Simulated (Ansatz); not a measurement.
**A frame of liquid (Cs,Li)Cl from 1500 K (108 atoms): geometry optimisation**

Aim: bring a frame of liquid (Cs,Li)Cl from 1500 K (108 atoms) to a nearby minimum of the energy and see what moves.

Main program and level: Ansatz 0.2.0; Kohn-Sham DFT, PBE, PAW (set soft_2), plane waves.

## (1) The structure

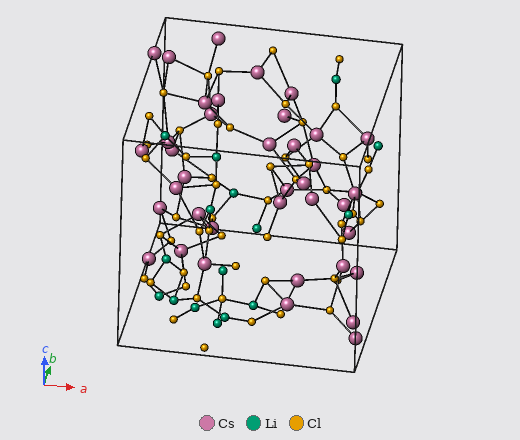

The cell as given, slightly off an axis (caesium pink, lithium teal, chlorine orange). Bonds to atoms that aren't drawn are left out. Some periodic images of atoms are drawn too.

The cell holds 108 atoms: 37 Cs, 17 Li and 54 Cl. Cell: a = 18.726 Å, b = 18.726 Å, c = 18.726 Å, α = 90.0°, β = 90.0°, γ = 90.0°. 108 atoms (37 Cs, 17 Li, 54 Cl) placed at random at 2.56 g/cm³, melted at 1600 K for 10 ps at fixed volume with the Lennard-Jones and Coulomb ion parameters for SPC/E (Joung and Cheatham, J. Phys. Chem. B 112, 9020 (2008)), full charges. Snapshot at the end of a hold of 15 ps at 1500 K and zero pressure.

Limits known from the start: The starting topology of bonds comes from the classical model. The ion parameters were fitted for water, not for melts, so the density of this cell may lie well off the real melt's. The Brillouin zone is sampled at Γ only, in a cell whose shortest periodic width is 19 Å. Spin–orbit coupling is left out, which matters for the levels of the heavy elements.

## (2) Single point at the start

A single point comes first, to see the forces before anything moves.

File input.yaml:

```yaml
crystal:
  lattice:
    - [18.7257, 0.0, 0.0]
    - [0.0, 18.7257, 0.0]
    - [0.0, 0.0, 18.7257]
  atoms:
    - { symbol: Cs, position: [0.90441, 0.57561, 0.12921] }
    - { symbol: Cs, position: [0.81187, 0.90705, 0.1142] }
    - { symbol: Cs, position: [0.07897, 0.67687, 0.59708] }
    - { symbol: Cs, position: [0.00478, 0.71187, 0.99912] }
    - { symbol: Cs, position: [0.26723, 0.36382, 0.45803] }
    - { symbol: Cs, position: [0.22583, 0.6955, 0.79708] }
    - { symbol: Cs, position: [0.04812, 0.96892, 0.38233] }
    - { symbol: Cs, position: [0.02632, 0.82655, 0.18118] }
    - { symbol: Cs, position: [0.82494, 0.68512, 0.38336] }
    - { symbol: Cs, position: [0.03076, 0.92794, 0.85479] }
    - { symbol: Cs, position: [0.98752, 0.08239, 0.11514] }
    - { symbol: Cs, position: [0.18555, 0.43341, 0.22705] }
    - { symbol: Cs, position: [0.79208, 0.06127, 0.78078] }
    - { symbol: Cs, position: [0.21984, 0.05328, 0.76372] }
    - { symbol: Cs, position: [0.56818, 0.82302, 0.80957] }
    - { symbol: Cs, position: [0.23461, 0.9411, 0.96364] }
    - { symbol: Cs, position: [0.2645, 0.73012, 0.17124] }
    - { symbol: Cs, position: [0.67476, 0.79356, 0.49423] }
    - { symbol: Cs, position: [0.55408, 0.69194, 0.35706] }
    - { symbol: Cs, position: [0.51548, 0.97594, 0.604] }
    - { symbol: Cs, position: [0.66547, 0.33272, 0.86156] }
    - { symbol: Cs, position: [0.31669, 0.47812, 0.95027] }
    - { symbol: Cs, position: [0.67489, 0.45729, 0.1322] }
    - { symbol: Cs, position: [0.22367, 0.87348, 0.63492] }
    - { symbol: Cs, position: [0.90891, 0.44287, 0.59418] }
    - { symbol: Cs, position: [0.3488, 0.05227, 0.41223] }
    - { symbol: Cs, position: [0.02047, 0.36349, 0.73484] }
    - { symbol: Cs, position: [0.92445, 0.63232, 0.75088] }
    - { symbol: Cs, position: [0.44423, 0.69097, 0.97533] }
    - { symbol: Cs, position: [0.92946, 0.3571, 0.02175] }
    - { symbol: Cs, position: [0.67508, 0.2086, 0.16482] }
    - { symbol: Cs, position: [0.68659, 0.47365, 0.59618] }
    - { symbol: Cs, position: [0.50173, 0.69728, 0.62915] }
    - { symbol: Cs, position: [0.13955, 0.75248, 0.39023] }
    - { symbol: Cs, position: [0.55089, 0.87957, 0.30559] }
    - { symbol: Cs, position: [0.88776, 0.3202, 0.31184] }
    - { symbol: Cs, position: [0.71822, 0.57893, 0.7746] }
    - { symbol: Li, position: [0.84534, 0.89608, 0.32171] }
    - { symbol: Li, position: [0.42157, 0.92045, 0.07674] }
    - { symbol: Li, position: [0.38637, 0.29605, 0.23844] }
    - { symbol: Li, position: [0.1008, 0.41869, 0.00444] }
    - { symbol: Li, position: [0.21134, 0.1243, 0.17387] }
    - { symbol: Li, position: [0.43582, 0.07297, 0.15144] }
    - { symbol: Li, position: [0.93314, 0.14619, 0.67174] }
    - { symbol: Li, position: [0.38912, 0.17519, 0.05498] }
    - { symbol: Li, position: [0.34908, 0.15648, 0.61385] }
    - { symbol: Li, position: [0.76169, 0.77479, 0.93276] }
    - { symbol: Li, position: [0.27358, 0.29266, 0.04684] }
    - { symbol: Li, position: [0.16154, 0.20476, 0.32016] }
    - { symbol: Li, position: [0.9277, 0.88796, 0.56348] }
    - { symbol: Li, position: [0.51189, 0.3351, 0.06279] }
    - { symbol: Li, position: [0.1395, 0.2249, 0.90551] }
    - { symbol: Li, position: [0.35475, 0.24461, 0.81844] }
    - { symbol: Li, position: [0.31656, 0.93954, 0.22354] }
    - { symbol: Cl, position: [0.32761, 0.02392, 0.58402] }
    - { symbol: Cl, position: [0.9295, 0.015, 0.62819] }
    - { symbol: Cl, position: [0.01982, 0.51746, 0.02025] }
    - { symbol: Cl, position: [0.76878, 0.74405, 0.82018] }
    - { symbol: Cl, position: [0.89121, 0.88106, 0.44792] }
    - { symbol: Cl, position: [0.22852, 0.25378, 0.23434] }
    - { symbol: Cl, position: [0.12107, 0.67329, 0.23949] }
    - { symbol: Cl, position: [0.62341, 0.36335, 0.01773] }
    - { symbol: Cl, position: [0.54013, 0.13304, 0.10683] }
    - { symbol: Cl, position: [0.75246, 0.90338, 0.95307] }
    - { symbol: Cl, position: [0.8364, 0.4187, 0.18618] }
    - { symbol: Cl, position: [0.38733, 0.29132, 0.105] }
    - { symbol: Cl, position: [0.8617, 0.17088, 0.18194] }
    - { symbol: Cl, position: [0.34326, 0.32603, 0.92934] }
    - { symbol: Cl, position: [0.22292, 0.26725, 0.78914] }
    - { symbol: Cl, position: [0.6298, 0.62335, 0.51889] }
    - { symbol: Cl, position: [0.87923, 0.78122, 0.25426] }
    - { symbol: Cl, position: [0.07816, 0.11445, 0.85383] }
    - { symbol: Cl, position: [0.85291, 0.45959, 0.42976] }
    - { symbol: Cl, position: [0.61212, 0.85906, 0.65484] }
    - { symbol: Cl, position: [0.6105, 0.4511, 0.72567] }
    - { symbol: Cl, position: [0.22938, 0.89608, 0.3122] }
    - { symbol: Cl, position: [0.20112, 0.19496, 0.03732] }
    - { symbol: Cl, position: [0.37068, 0.16041, 0.73591] }
    [... 24 atom lines left out ...]
    - { symbol: Cl, position: [0.31678, 0.0747, 0.22764] }
    - { symbol: Cl, position: [0.36127, 0.02692, 0.02122] }
    - { symbol: Cl, position: [0.04416, 0.73225, 0.79971] }
    - { symbol: Cl, position: [0.57077, 0.6629, 0.85445] }
    - { symbol: Cl, position: [0.56228, 0.31565, 0.20035] }
    - { symbol: Cl, position: [0.91614, 0.70777, 0.60448] }
kpoints:
  mp_grid: { grid: [1, 1, 1] }
hamiltonian:
  xc: pbe
scf:
  occupations: { method: fixed }
output:
  forces: true
  stress: true
  populations: true
  dos:
    method: { smearing: { sigma: 0.08 } }
    de: 0.1
    projected: { site_lists: { Cl: [Cl], Cs: [Cs], Li: [Li] } }
  eigenvalues: true
```

On the command line:

```sh
$ ansatz run input.yaml --threads 8 --pin off --max-ram 15872MiB --backend cpu --events-out ev --progress --plain --runs-dir out
```

Numbers of over 12 decimals in the logs are rounded to 6 here.

The program printed:

```text
Engine: ansatz 0.2.0, aarch64-unknown-linux-gnu
Pseudopotentials: kind: paw
Pseudopotential: Cs, paw, valence charge 9, recommended cutoff 420 eV (normal), Cs.paw.azcp
Pseudopotential: Li, paw, valence charge 3, recommended cutoff 420 eV (normal), Li.paw.azcp
Pseudopotential: Cl, paw, valence charge 7, recommended cutoff 420 eV (normal), Cl.paw.azcp
Functional definition: PBE
  parameter kappa = 0.804
  parameter beta = 0.066725
  exchange = pbe_x(kappa = kappa, mu = beta*pi^2/3)
  correlation = pbe_c(beta = beta)
Crystal: 108 atoms, lattice volume = 6566.201 Å³
Basis set: ecut = 420 eV, 128395 PW (Γ), exchange–correlation on 256×256×256 points (8 copies of the dense FFT grid, shifted against one another)
Bands: 489, of which v1, the nominal top of the filled ones, is band 381 counted from 1 (380 counted from 0)
Symmetry: 1 space group operations
Space group: P1 (ITA 1), of the structure as read, at distance tolerance 1.9e-4 Å
k-points: 1
Non-local potential: Cs, projectors of the file, l = 0: 3, l = 1: 2, l = 2: 2, l = 3: 2
Non-local potential: Li, projectors of the file, l = 0: 3, l = 1: 2, l = 2: 1
Non-local potential: Cl, projectors of the file, l = 0: 2, l = 1: 2, l = 2: 2
PAW form: soft (Blöchl's): semilocal exchange-correlation on the pseudo side does not see the compensation charge
PAW one-centre angular grid: Cs, 194 points (default); XC on 64 Gauss nodes
PAW one-centre angular grid: Li, 110 points (default); XC on 64 Gauss nodes
PAW one-centre angular grid: Cl, 110 points (default); XC on 64 Gauss nodes
Initial density: superposition of atomic densities (neutral atoms: chi_scale 0, normalization atom), corrected by the library's trained network
Initial wavefunctions: pseudopotential atomic-orbital guess
Functional: x = pbe(κ = 0.804, μ = 0.219515), c = pbe(β = 0.066725)
SCF iter   1: F=—  HF=-271769.158222 eV  |F-HF|=—  |Δ(HF+E_count)|=         —  Δρ=1.04e-3  dr2=3.40e-1  ethr=1.77e-3  ⟨swp⟩=6.0  Hψ=1566  notcnv=0  defer=104
preconditioner: auto → Resta (q_TF=auto, 1.905 Å⁻¹)  ε∞=2.3  [insulator: Δε(μ)=2.757 eV  Ē_g=10.438 eV  n_scr=750 (ndim 8)  ℏωp=11.7 eV  f_vac=0.392  ε∞_Penn≈2.3  vacuum switching on, ρ_ref=7.9e-3 e/Å³]
SCF iter   2: F=—  HF=-271769.087969 eV  |F-HF|=—  |Δ(HF+E_count)|=   7.03e-2  Δρ=4.65e-4  dr2=5.09e-2  ethr=4.46e-5  ⟨swp⟩=3.0  Hψ=894  notcnv=0  defer=106
SCF iter   3: F=—  HF=-271769.076902 eV  |F-HF|=—  |Δ(HF+E_count)|=   1.11e-2  Δρ=1.85e-4  dr2=5.52e-3  ethr=6.68e-6  ⟨swp⟩=3.0  Hψ=755  notcnv=0  defer=106
SCF iter   4: F=—  HF=-271769.076588 eV  |F-HF|=—  |Δ(HF+E_count)|=   3.14e-4  Δρ=5.93e-5  dr2=2.92e-4  ethr=7.24e-7  ⟨swp⟩=2.0  Hψ=672  notcnv=0  defer=106
SCF iter   5: F=—  HF=-271769.076632 eV  |F-HF|=—  |Δ(HF+E_count)|=   4.42e-5  Δρ=1.62e-5  dr2=1.99e-5  ethr=3.84e-8  ⟨swp⟩=2.0  Hψ=711  notcnv=0  defer=106
SCF iter   6: F=—  HF=-271769.072675 eV  |F-HF|=—  |Δ(HF+E_count)|=   3.96e-3  Δρ=3.67e-6  dr2=1.11e-6  ethr=2.61e-9  ⟨swp⟩=2.0  Hψ=870  notcnv=0  defer=106
SCF iter   7: F=-271769.072675 eV  HF=-271769.072675 eV  |F-HF|=4.23e-8  |Δ(HF+E_count)|=   4.47e-7  Δρ=9.19e-7  dr2=5.83e-8  ethr=1.31e-11  ⟨swp⟩=25.0  Hψ=4159  notcnv=0
SCF 1 converged in 7 iterations: F = -271769.072675 eV  dr2 = 5.83e-8
  greatest PAW one-centre occupation: 1.000 electrons in one spin orbital (limit 2), on the Li atom at site 46 (counted from 0), in its partial waves of l = 0
SCF converged after 7 iterations
Free energy (F): -271769.072675 eV
Harris-Foulkes:  -271769.072675 eV  (|F-HF|=4.23e-8)
Internal energy: -271769.072675 eV  (E = F + TS)
E sigma→0 (E₀):  -271769.072675 eV
Fermi energy:    -0.471607 eV
--- Per-component energies (eV) ---
  E_band       = -7112.651457
  E_kinetic    = 14354.965732
  E_local      = -53721.465934  (includes V_loc(G=0)·N_el)
  E_nonlocal   = 2085.350766
  E_hartree    = 21262.936148
  E_xc         = -12449.504320
  E_vxc        = -11542.354489  (∫ρ·V_xc dr)
  E_paw        = -223428.225590  (= ΣΔE_a)
  E_vpaw       = -815.016022  (= ΣTr[D̂ρ^β])
  E_aug_tail   = 0.005025  (compensation charges beyond the density's cutoff)
  E_ewald      = -19873.134502
  E_smearing   = -0.000000  (= −TS)
  E_closure    = 0.000000  (closes the sum)
  Σ components = -271769.072675   (vs F -271769.072675, Δ=0.00e0)
--- Forces (eV/Å), atoms counted from 1 ---
  atom   1  Cs     0.05883669    -0.23030451     0.77042409
  atom   2  Cs    -0.34879282    -0.13738071     0.09066429
  atom   3  Cs     0.02862148     0.15317179     0.16306771
  atom   4  Cs    -0.41811050    -1.18417917    -0.61963825
  atom   5  Cs    -0.31808643    -0.42602688     0.36850811
  atom   6  Cs    -0.16008280     0.13512730     0.48777061
  atom   7  Cs     0.11440063     0.25512503    -0.03820864
  atom   8  Cs     0.49993891     0.16667846     0.12281235
  atom   9  Cs     0.07022553    -0.18102407     0.25302512
  atom  10  Cs     0.06321093    -0.23130174    -0.12540077
  atom  11  Cs     0.30984754     0.31594896     0.02101926
  atom  12  Cs     0.11481219    -0.13577019     0.55363866
  atom  13  Cs    -0.14861782    -0.48909679     0.06038320
  atom  14  Cs     0.26521358     0.59516796    -0.20054868
[...]
atom 107  Cl    -0.72445332     0.76939561    -0.17330787
  atom 108  Cl    -0.25960773     0.47637024    -0.70118142
  max |Σ_I F_I| component: 9.47e-5 eV/Å
--- Stress (GPa, compression-positive) ---
        0.126762       0.038778       0.010611
        0.038778      -0.058211       0.001402
        0.010611       0.001402       0.190908
  P = ⅓ Tr σ = 0.0865 GPa (0.865 kbar)
--- Band table (eV) ---
  k-point 0: bands = ["-48.1421", "-47.2184", "-46.8276", "-46.7542", [... 473 levels ...], "4.9750", "4.9974", "5.0087", "5.0221", "5.0361", "5.0581", "5.0667", "5.0712", "5.0923", "5.1112", "5.1291", "5.1386"]
--- Löwdin populations: 108 sites ---
  site symbol       q [e]
     0     Cs      8.1374
     1     Cs      8.1137
     2     Cs      8.1385
[...]
107     Cl      7.7541
  spilling = 0.005721 (of n_electrons = 762.000000)
```

Elapsed: 65 s, on 8 threads of Arm Neoverse V2, shared host; peak memory 8 GiB.

The run gave:

| Quantity | Value |
| --- | --- |
| free energy | -271769.0727 eV |
| free energy per atom | -2516.3803 eV/atom |
| SCF cycles | 7 |
| pressure | 0.08649 GPa |
| r.m.s. force component | 0.4528 eV/Å |
| longest force | 1.663 eV/Å |
| Fermi energy | -0.4716 eV |
| gap (highest filled to lowest empty level) | 2.454 eV |
| spilling of the projection | 0.005721 |

The r.m.s. force component of 0.45 eV/Å and the pressure of 0.086 GPa set the starting point.

Length of the force by element:

```
element  coordination  atoms  mean length of the force (eV/Å)  spread  least  most
     Cl           all     54                            0.698   0.421  0.107  1.66
     Cs           all     37                            0.724   0.377  0.127  1.54
     Li           all     17                            0.531   0.253  0.164  1.08
```

(Part 1 of 3 ends here.)

[Logs are printed without paths, hosts, clocks, repeated set-up lines and the standing remarks that a program may print on its own settings, such as how far it seeks lower states.]

[Hosts, paths, dates, database ids (printed as entryN), source tags and the programs' standing remarks are cut or masked in the printed files.]
